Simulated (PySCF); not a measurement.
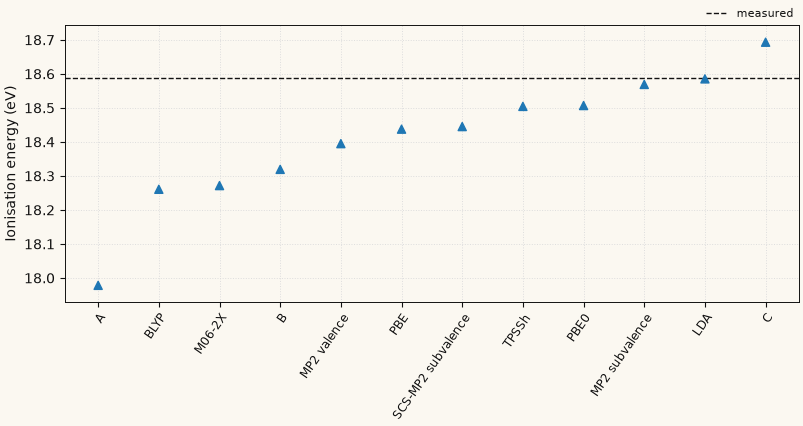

The ionisation energy of As⁺ ([Ar] 3d¹⁰ 4s² 4p² → [Ar] 3d¹⁰ 4s² 4p) by several methods, in rising order. PySCF, aug-cc-pwCVQZ-PP with a 10-electron core potential, unrestricted single determinants, no spin-orbit coupling. Methods marked “valence” freeze 18 core electrons; methods marked “subvalence” freeze no core electrons. The lettered entries are HF, SCS-MP2 valence and r2SCAN in some order.

Question: Match the letters to the methods.

Answer: A is HF (17.978 eV); B is SCS-MP2 valence (18.319 eV); C is r2SCAN (18.693 eV). The values run from 17.978 eV (HF) to 18.693 eV (r2SCAN). The measured value is 18.589 ± 0.001 eV; nearest to it come LDA (−0.004) and MP2 subvalence (−0.020), furthest HF (−0.611 eV).

Known limits: spin-orbit shift not estimated.
